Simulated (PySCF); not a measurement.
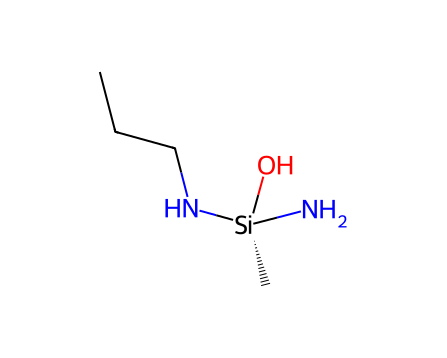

Computed geometry: GFN2-xTB optimisation. No frequency run is at hand to confirm it as a minimum. Method: PBE0/pcSseg-1, gas phase (PySCF 2.14.0).

Give the dipole moment at this level.

Answer. 1.02 D.

Give the HOMO energy (Kohn–Sham orbital) at this level.

Answer. −6.49 eV.

Estimate the HOMO–LUMO gap.

Answer. 7.61 eV.

The geometry is semi-empirical. Around Si such bond lengths and angles can be off by a tenth of an ångström or more and by several degrees, and values that hang on the shape move with them.
